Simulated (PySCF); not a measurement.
# InF (SMILES [F][In]): revPBE/def2-TZVPP (core potential)

What is the energy change on altering one bond length of InF at revPBE/def2-TZVPP (core potential)? The job is set up through a Python script.

The calculation is run with PySCF 2.14.0.

4 further runs of the same task are left out: 4 set aside as unsound or not needed.

## Step 1: The molecule

The species is InF (2 atoms), meant as a singlet with charge 0. As SMILES, `[F][In]`. Geometry: relaxed at PBE0-D4/def2-TZVP.

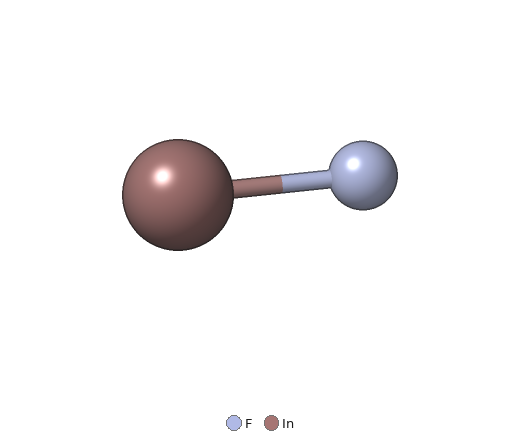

Viewed from a chosen angle; fluorine light blue, indium brown.

## Step 2: The energy at revPBE/def2-TZVPP (core potential)

The input, calc.py:

```python
from pyscf import gto, dft

mol = gto.M(
    atom=[
    ('F', (0.000000, 0.000000, 0.015910)),
    ('In', (-0.000000, -0.000000, 2.009580)),
],
    spin=0,
    max_memory=1860,
    basis='def2-tzvpp',
    ecp={'In': 'def2-svp'},
    verbose=3,
)

mf = dft.RKS(mol, xc='revpbe')
mf.grids.level = 5
mf.conv_tol = 1e-10
mf.kernel()
if not mf.converged:
    mf = mf.newton().run(mf.mo_coeff, mf.mo_occ)

etot = mf.e_tot
print(f'total energy: {etot:.8f} hartree')
```

The run is started by

```bash
$ OMP_NUM_THREADS=1 python calc.py
```

Output:

```text
converged SCF energy = -290.10837387545
total energy: -290.10837388 hartree
```

Wall time 6.6 s (1 thread of Arm Neoverse V1, shared host); peak memory 0.37 GiB.

## Step 3: The distorted shape, same level

The input, run.py:

```python
from pyscf import gto, dft

mol = gto.M(
    atom='''
F    0.000000   0.000000  -0.582220
In   0.000000   0.000000   2.009580
''',
    verbose=3,
    basis='def2-tzvpp',
    ecp={'In': 'def2-svp'},
    max_memory=1860,
    charge=0,
)

ks = dft.RKS(mol, xc='revpbe')
ks.conv_tol = 1e-10
ks.grids.level = 5
ks.kernel()
if not ks.converged:
    ks = ks.newton().run(ks.mo_coeff, ks.mo_occ)

e_tot = ks.e_tot
print('Final energy', e_tot)
```

The run is started by

```bash
$ OMP_NUM_THREADS=1 python run.py
```

Output:

```text
converged SCF energy = -290.071300693623
Final energy -290.0713006936225
```

Wall time 7.5 s (1 thread of Arm Neoverse V1, shared host); peak memory 0.37 GiB.

## Step 4: Summary of results

Level: revPBE/def2-TZVPP (core potential).

```
                                                          quantity          value
                                         first shape: total energy  -290.10837 Eh
                                        first shape: dipole moment         2.98 D
                                          first shape: HOMO energy       -6.35 eV
                                          first shape: LUMO energy       -2.11 eV
                                        first shape: HOMO–LUMO gap        4.24 eV
                                     distorted shape: total energy  -290.07130 Eh
                                    distorted shape: dipole moment         6.38 D
                                      distorted shape: HOMO energy       -5.53 eV
                                      distorted shape: LUMO energy       -2.85 eV
                                    distorted shape: HOMO–LUMO gap        2.67 eV
energy change with the F1–In2 bond stretched from 1.994 to 2.592 Å       1.009 eV
```

With the F1–In2 bond stretched from 1.994 to 2.592 Å the energy rises by 1.01 eV (97 kJ/mol). The first shape isn't relaxed at this level, so the change isn't measured from a minimum.
